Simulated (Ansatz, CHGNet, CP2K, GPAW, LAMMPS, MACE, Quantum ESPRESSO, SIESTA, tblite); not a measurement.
# Which run comes nearest? Amorphous 43Bi2O3-57BaO (mol %) (99 atoms)

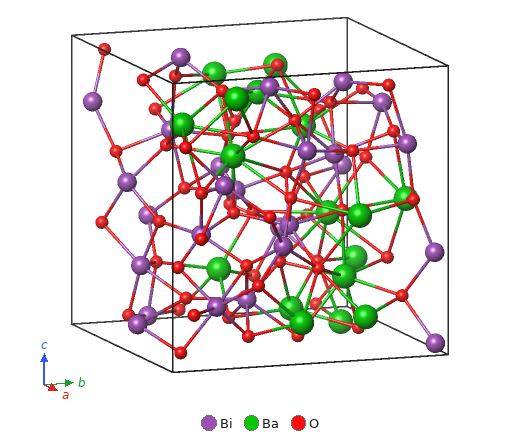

The cell (bismuth purple, barium green, oxygen red).

Density of this cell: 8.39 g/cm³. The cell holds 99 atoms: 26 Bi, 17 Ba and 56 O. Cell: a = 11.971 Å, b = 11.971 Å, c = 11.971 Å, α = 90.0°, β = 90.0°, γ = 90.0°. 99 atoms (26 Gd, 17 Ba, 56 O) placed at random at 7.52 g/cm³, melted at 5000 K for 10 ps at fixed volume with the Morse and Coulomb pair potential with partial charges (Pedone, Malavasi, Menziani, Cormack and Segre, J. Phys. Chem. B 110, 11780 (2006)). Quenched from 5000 K to 300 K at 50 K/ps and fixed volume, held 5 ps, then minimised at fixed cell. Then Gd was replaced by Bi and the cell scaled by 1.02 (the potential has no terms for the new elements, so the cell is a start for a DFT relaxation).

Geometry: as built.

The reference, a calculation:

```
method                                           : Kohn-Sham DFT, PBE, PAW, plane waves (Ansatz 0.2.0); cutoff 420 eV, Γ point, fermi-dirac smearing of 0.05 eV; PAW set soft_2
r.m.s. force component                           : 0.5622 eV/Å
longest force                                    : 2.587 eV/Å
pressure                                         : 7.369 GPa
gap (highest filled to lowest empty level) : 1.233 eV
SCF cycles                                       : 12
time                                             : 55 s on 4 threads of Arm Neoverse V1, shared host
CPU time                                         : 3.6 min
```

Runs, in no order:
A. CHGNet r2SCAN potential: machine-learned interatomic potential CHGNet r2SCAN, trained on r2SCAN plane-wave data
B. SIESTA PBE, DZP, shift 0.01 Ry, mesh 150 Ry: Kohn-Sham DFT, PBE, PseudoDojo 0.4.1 norm-conserving pseudopotentials (converted to PSML), numerical atomic orbitals (DZP), diagonalisation
C. MACE MPA-0 medium potential: machine-learned interatomic potential MACE MPA-0 medium, trained on PBE(+U) plane-wave data
D. GPAW PBE, LCAO dzp, h 0.18 Å, other mixer settings: Kohn-Sham DFT, PBE, PAW, atomic orbitals (dzp)

Q: Order them from the smallest to the largest r.m.s. force difference.

D, C, A, B.

```
                                                  run  Δ force, r.m.s. (meV/Å)  share of r.m.s. force (%)  CPU time
D. GPAW PBE, LCAO dzp, h 0.18 Å, other mixer settings                     98.1                       17.4    20 min
                       C. MACE MPA-0 medium potential                      141                       25.2     9.5 s
                           A. CHGNet r2SCAN potential                      208                       37.0     4.5 s
       B. SIESTA PBE, DZP, shift 0.01 Ry, mesh 150 Ry                      315                       56.1   2.2 min
```

Machine-learned potentials mimic data converged in k, so the reference's own k-point error enters their differences. The network of bonds at the start is that of the classical potential that made the cell, and needn't be the one that DFT or experiment would give. The electronic-structure runs sample only Γ, in a cell whose shortest periodic width is 12 Å.

[Logs are printed without paths, hosts, clocks, repeated set-up lines and the standing remarks that a program may print on its own settings, such as how far it seeks lower states.]

[Hosts, paths, dates, database ids (printed as entryN), source tags and the programs' standing remarks are cut or masked in the printed files.]
